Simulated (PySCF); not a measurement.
# C4H8BNSi: NMR shielding calculation

System: C4H8BNSi.
Method: GIAO PBE0/pcSseg-1 NMR shielding, non-relativistic, gas phase (PySCF 2.14.0).

The geometry comes from this level: PBE0-D3(BJ)/def2-SVP. It belongs to a series of runs on one base structure; here: H on Si replaced by BH2. Figures and captions count atoms from 1; the log counts them from 0 in places.

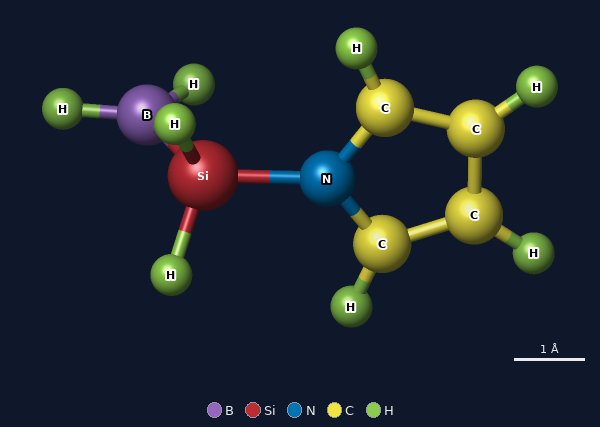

The structure as given in the input (ball-and-stick view, seen at a tilt). Bond lengths as drawn: B–H 1.21 Å, B–Si 2.01 Å, C–C 1.38 to 1.42 Å, C–H 1.09 Å, C–N 1.38 Å, H–Si 1.50 Å and N–Si 1.78 Å.

Key numbers:

- outcome: converged
- total energy: −525.842915 hartree
- HOMO: −6.16 eV
- LUMO: −2.70 eV
- dipole moment: 1.66 D
- isotropic shielding, B: −19.6 ppm
- isotropic shielding, Si: 385.4 ppm
- isotropic shielding, N: 94.5 ppm
- isotropic shielding, C: 55.8 to 65.7 ppm
- isotropic shielding, H: 20.9 to 25.9 ppm
- hardware: 1 CPU thread, shared host
- wall time: 28 s
- peak memory: 0.88 GiB

The input:
```
{"job": {"kind": "nmr", "xc": "PBE0", "basis": "pcSseg-1"}, "charge": 0, "multiplicity": 1}
B     -2.767866     0.392303    -0.650818
Si    -1.565714    -1.160726    -0.225869
N      0.147623    -0.733008    -0.009577
C      1.064090    -0.557482    -1.024011
C      2.218309    -0.026142    -0.496010
C      2.000961     0.139465     0.900517
C      0.723281    -0.297707     1.164914
H     -2.356344     1.520810    -0.769377
H     -3.952874     0.199237    -0.797947
H     -1.611555    -2.163958    -1.335557
H     -1.993058    -1.815557     1.049837
H      0.825268    -0.839854    -2.048315
H      3.126112     0.206065    -1.049964
H      2.708635     0.524159     1.632705
H      0.177937    -0.346808     2.106183
```

The first line tells a small driver script what to run in PySCF; the rest is the geometry in Å.

Command:
```bash
OMP_NUM_THREADS=1 python <driver script> task.json out
```

Output:
```
coarse grid: 13080 points
cycle   1  E = -525.7639233020  dE =  8.564e-01  |g| = 3.743e-01  |ddm| = 3.544e+00
cycle   2  E = -525.7391393486  dE =  2.478e-02  |g| = 4.884e-01  |ddm| = 9.421e-01
cycle   3  E = -525.8026358748  dE = -6.350e-02  |g| = 8.207e-02  |ddm| = 5.686e-01
cycle   4  E = -525.8038911412  dE = -1.255e-03  |g| = 4.458e-02  |ddm| = 1.059e-01
cycle   5  E = -525.8043435642  dE = -4.524e-04  |g| = 7.049e-03  |ddm| = 4.063e-02
cycle   6  E = -525.8043528181  dE = -9.254e-06  |g| = 3.073e-03  |ddm| = 7.292e-03
final grid: 121936 points
cycle   7  E = -525.8428991295  dE = -2.335e-05  |g| = 8.076e-03  |ddm| = 2.718e-02
cycle   8  E = -525.8428875266  dE =  1.160e-05  |g| = 1.109e-02  |ddm| = 1.614e-02
cycle   9  E = -525.8429146705  dE = -2.714e-05  |g| = 1.015e-03  |ddm| = 8.853e-03
cycle  10  E = -525.8429148850  dE = -2.146e-07  |g| = 3.904e-04  |ddm| = 1.053e-03
cycle  11  E = -525.8429149192  dE = -3.414e-08  |g| = 9.716e-05  |ddm| = 4.104e-04
cycle  12  E = -525.8429149216  dE = -2.439e-09  |g| = 2.805e-05  |ddm| = 1.154e-04
cycle  13  E = -525.8429149218  dE = -1.806e-10  |g| = 5.492e-06  |ddm| = 2.956e-05
```

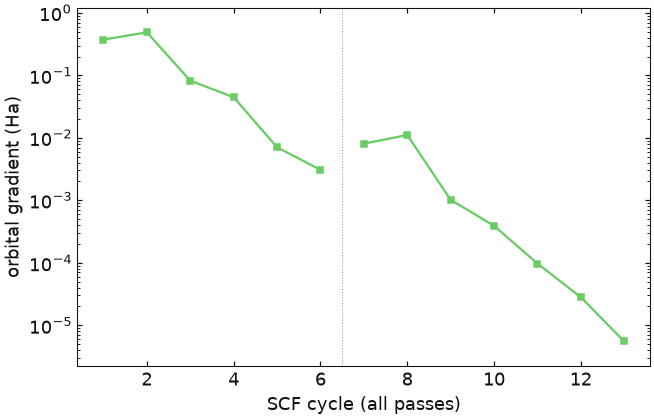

Convergence of the self-consistent field: orbital gradient against the SCF cycle. The dotted line marks the change from a coarse to the final integration grid. The first 6 cycles use a coarse grid, the final grid takes over at cycle 7, and the field converges after 13 cycles in all.

```
converged SCF energy = -525.8429149218

GIAO shielding tensors (ppm)
atom      isotropic    diamagn.    paramagn.     s11        s22        s33       span
  0 B      -19.608     197.773    -217.382   -140.668    -55.674    137.518    278.187
  1 Si     385.436     880.097    -494.661    323.853    370.406    462.049    138.196
  2 N       94.479     331.258    -236.779      4.360     73.308    205.770    201.411
  3 C       56.139     251.996    -195.858    -26.761     63.099    132.078    158.838
  4 C       65.415     256.060    -190.645    -18.239     56.184    158.299    176.539
  5 C       65.698     255.942    -190.244    -17.767     56.394    158.468    176.235
  6 C       55.807     252.307    -196.500    -27.227     63.247    131.400    158.627
  7 H       21.108      29.629      -8.521      7.837     27.413     28.075     20.239
  8 H       20.945      28.520      -7.575      8.642     25.971     28.221     19.579
  9 H       25.865      28.200      -2.335     21.569     25.389     30.636      9.067
 10 H       25.873      28.339      -2.466     21.544     25.445     30.631      9.088
 11 H       24.525      31.078      -6.554     21.149     25.441     26.984      5.836
 12 H       24.665      30.700      -6.035     22.387     25.142     26.467      4.080
 13 H       24.686      30.858      -6.172     22.401     25.153     26.505      4.105
 14 H       24.543      31.497      -6.953     21.132     25.489     27.009      5.877
```

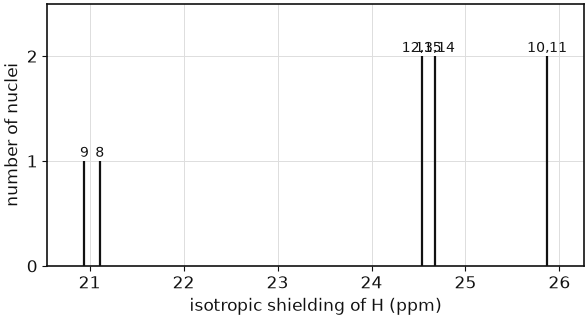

Isotropic shieldings of the hydrogen nuclei in this fixed geometry, labelled by atom number; shielding grows to the right, so chemical shift grows to the left. The least shielded is H9 (20.9 ppm), the most shielded H11 (25.9 ppm).

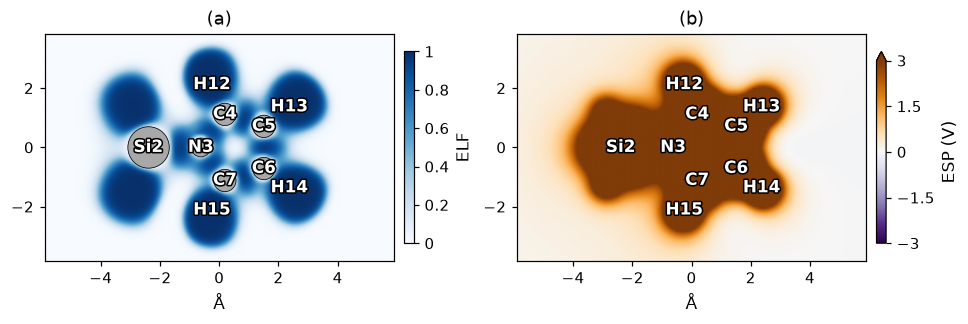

(a) ELF; (b) molecular electrostatic potential on the plane of atoms C6, C5 and H13. Grey discs, where drawn, cover atomic cores. Atoms in the plane: Si, N, C and H. C–C (1.38 Å): the ELF peaks at about 0.95 between the atoms, which marks localised, shared-pair bonding. C–N (1.38 Å): the ELF peaks at about 0.90 between the atoms (localised, shared-pair bonding). C–H (1.09 Å): the ELF climbs to about 1 towards the hydrogen, as it does in any bond to H (a covalent bond by its length). The potential has no marked negative region in this plane.

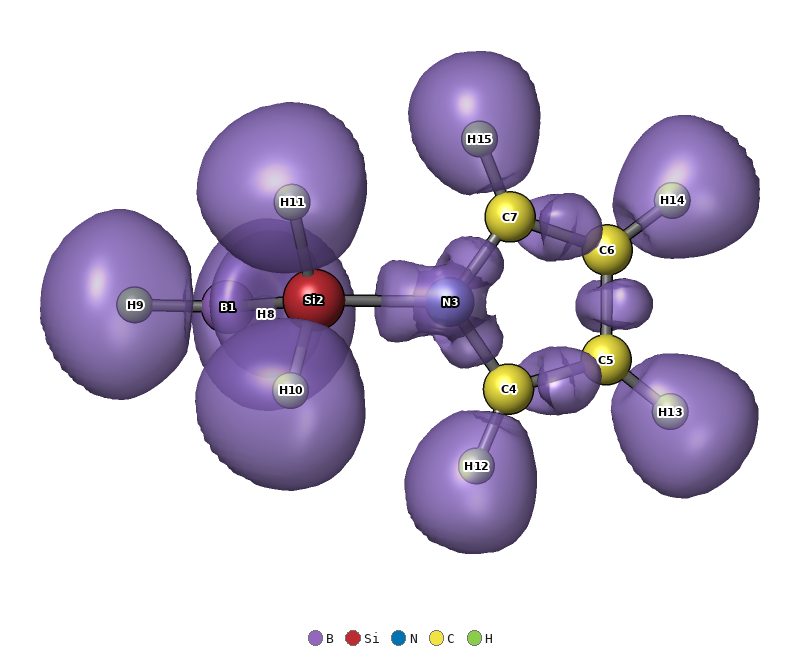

Isosurface of the ELF at 0.75 (purple), seen at a tilt. Core shells and regions of very low density are left out. Along the contacts the grid gives the following. C–C (1.38 Å): the ELF peaks at about 0.95 between the atoms, which marks a covalent bond. C–N (1.38 Å): the ELF peaks at about 0.90 between the atoms (localised, shared-pair bonding).

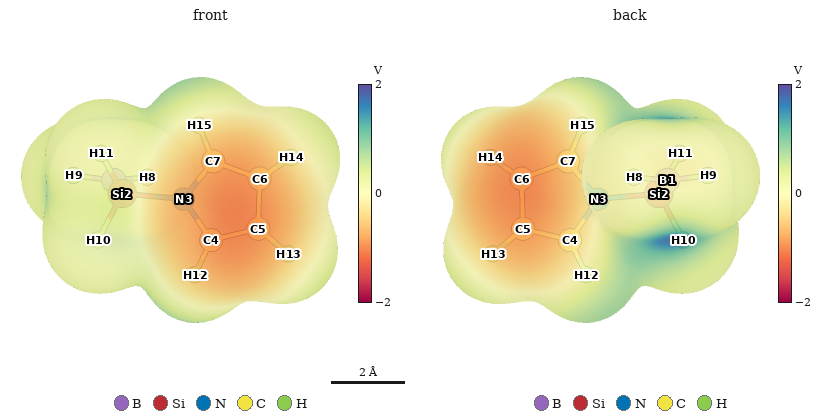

The molecular electrostatic potential painted on the density surface at 0.001 e/bohr³, seen at a tilt and from behind; red is negative and blue positive.
